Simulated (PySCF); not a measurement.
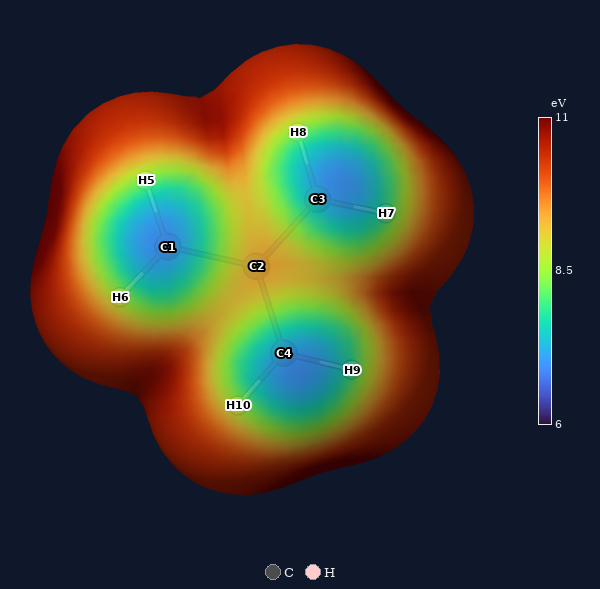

Figure 1: C4H6, triplet, SMILES `[CH2]C([CH2])=C`. Average local ionisation energy on the surface of electron density 0.001 a.u.

Level of theory: LDA (SVWN)/def2-SVP (PySCF), at a geometry from GFN2-xTB. No frequency check shows the geometry to be a minimum. The stability of the open-shell solution wasn't checked. GFN2-xTB doesn't know the spin state, so this open-shell geometry is rough.

Cartesian coordinates (Å):

```
C1       1.3542   -0.3628    0.0000
C2       0.0000   -0.0000    0.0000
C3      -0.9913   -0.9913    0.0000
C4      -0.3629    1.3542    0.0000
H5       1.6504   -1.3951    0.0000
H6       2.1269    0.3830    0.0000
H7      -2.0334   -0.7318    0.0000
H8      -0.7317   -2.0334    0.0000
H9      -1.3951    1.6504    0.0000
H10      0.3830    2.1269    0.0000
```

Q: Where are the most loosely bound electrons on this surface?

A: The lowest value is 6.9 eV, off the molecular plane, over C3 (2.0 Å), and at like points elsewhere. For comparison, the highest occupied orbital lies at −4.7 eV.

Q: What volume does the surface enclose, and what is the dipole moment?

A: About 96 Å³; the dipole moment is 0.0 D.
